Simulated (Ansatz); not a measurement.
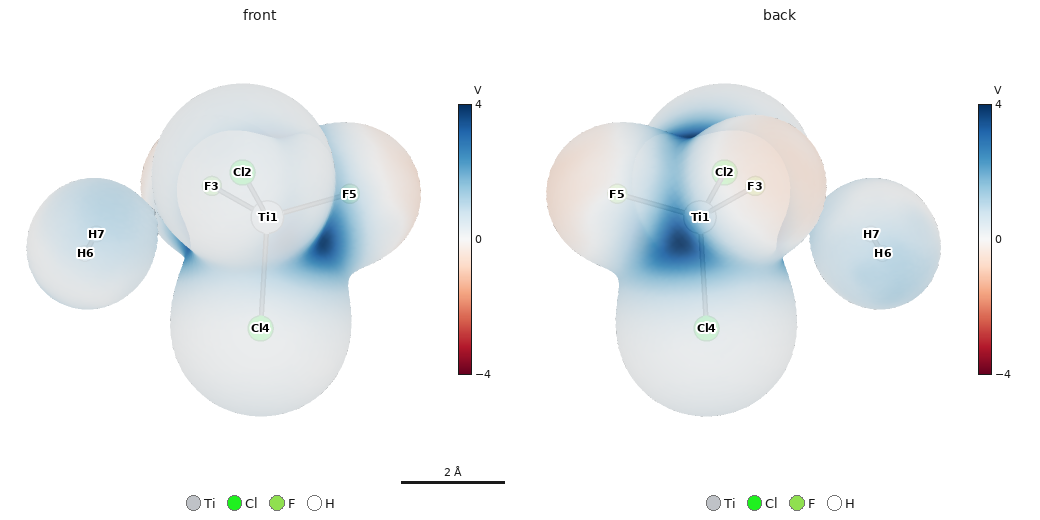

Figure 1: Cl$_{2}$F$_{2}$Ti···H$_{2}$. The electrostatic potential painted on the density surface at 0.004 e/bohr³, seen from the front and from behind; the colour scale runs from red (negative) to blue (positive).

The calculation used RKS PBE/def2-SVP in Ansatz 0.2.0.

```json
{"atom": "Ti", "x (Å)": "-0.2734", "y (Å)": "-0.3185", "z (Å)": "-0.0312"}
{"atom": "Cl", "x (Å)": "-0.4251", "y (Å)": "-0.4335", "z (Å)": "2.1490"}
{"atom": "F", "x (Å)": "1.3880", "y (Å)": "-0.1380", "z (Å)": "-0.5020"}
{"atom": "Cl", "x (Å)": "-1.4447", "y (Å)": "1.3588", "z (Å)": "-0.7983"}
{"atom": "F", "x (Å)": "-0.8741", "y (Å)": "-1.7947", "z (Å)": "-0.7204"}
{"atom": "H", "x (Å)": "1.5015", "y (Å)": "2.6715", "z (Å)": "1.1243"}
{"atom": "H", "x (Å)": "1.2553", "y (Å)": "2.3042", "z (Å)": "1.7529"}
```

### Which sites attract a positive test charge, and which a negative one?

A positive charge is drawn to the negative regions and a negative charge to the positive ones. The most negative region (about −0.5 V) lies over F3 and F5, the most positive (about +3.7 V) over Ti1.
